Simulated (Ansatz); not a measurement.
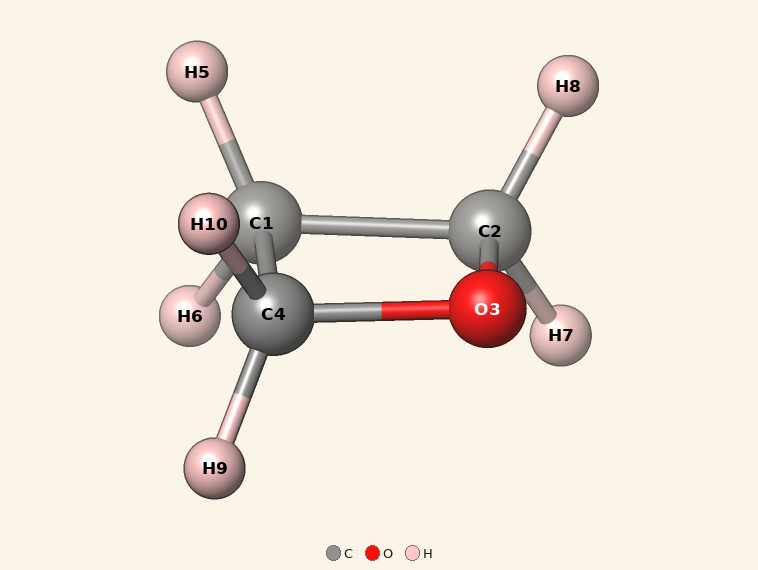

Distant atoms are faded towards the background colour. The geometry was computed by an optimisation with PBE-D4/def2-SVP. No frequency run is at hand to confirm it as a minimum.

How is the 4-membered ring C1–C2–O3–C4 puckered?

It is planar. The Cremer–Pople amplitude Q is 0.03 Å.

Give the torsion angles round the ring, beginning with the bond from its second to its third atom.

2°, −2°, 2°, −2°.
